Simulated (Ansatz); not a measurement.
The figure comes from a scan of BAs (zinc blende): one B atom of a 2-atom cell moves by s along Cartesian [111], with its periodic images. Method: PBE (plane waves to 420 eV, PAW, scalar-relativistic; Ansatz, a quantum-chemistry and plane-wave program). k mesh 10×10×10 (Γ-centred), Fermi-Dirac smearing 0.05 eV. The energy includes the smearing's −TS. Left out: 1 of 11 points, with atoms too close for the PAW data. As the smearing reaches across the gap at some points, energies and forces of such displacements shift with the k mesh and the smearing. BAs was relaxed with its symmetry unable to fall. The zero of ΔE is the undisplaced structure.

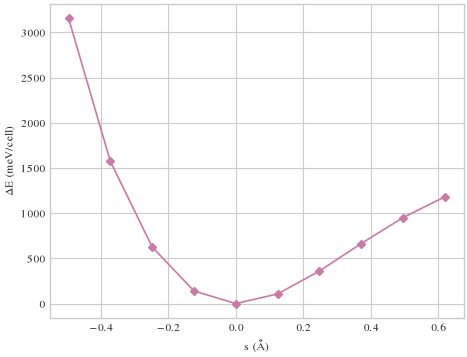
Figure. ΔE (meV/cell) against s (Å); one marker a computed point.

**Question.** List the plotted points as numbers.

**Answer.** To the nearest 50:

| s (Å) | ΔE (meV/cell) |
|---|---|
| -0.496 | 3150 |
| -0.372 | 1550 |
| -0.248 | 650 |
| -0.124 | 150 |
| 0.000 | 0 |
| 0.124 | 100 |
| 0.248 | 350 |
| 0.372 | 650 |
| 0.496 | 950 |
| 0.620 | 1200 |

(A displaced cell: forces are minus the slopes of the energy, force constants its curvatures, and phonons follow from these.)
